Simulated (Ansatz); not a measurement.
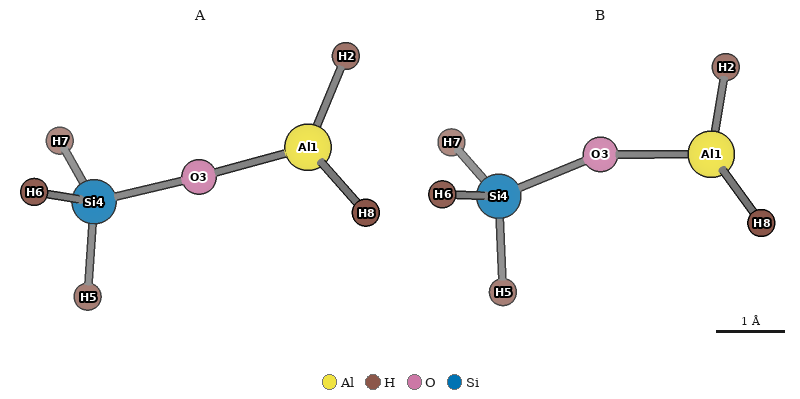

Two geometries of AlSiH5O, drawn at one scale. One is the start of a relaxation, the other its converged end. The picture is a ball-and-stick view, seen at a tilt.

Method: RKS B3LYP/6-31G* (Ansatz). Set-up: no spin polarisation; force threshold 0.03 eV/Å; at most 50 steps.

> Which one is relaxed?

Structure A is the relaxed one. The run prepares an end point of a later path (reaction) calculation, from a guessed geometry. After 11 accepted moves (12 points after the start) the energy has fallen by 12.4 kcal/mol. Largest force component: 1.2 eV/Å at the start, 0.0051 eV/Å at the end. The line search rejected the trial step at point 11 of the run. The forces were under the threshold at step 5, but the run went on from there. The largest move after the best rigid fit is that of O3, 0.36 Å. Largest moves by element: O 0.36 Å, H 0.36 Å, Al 0.14 Å, Si 0.11 Å. Some distances before and after: Al1–H2 1.544 → 1.583 Å, Al1–O3 1.735 → 1.702 Å. Among the angles between lasting bonds that change: H2–Al1–O3 87.4° → 118.3°, Al1–O3–Si4 156.1° → 177.0°, H2–Al1–H8 142.7° → 123.7°. The run took 33 s on 1 thread of Arm Neoverse V1, on a shared host, peak memory 0.13 GiB.
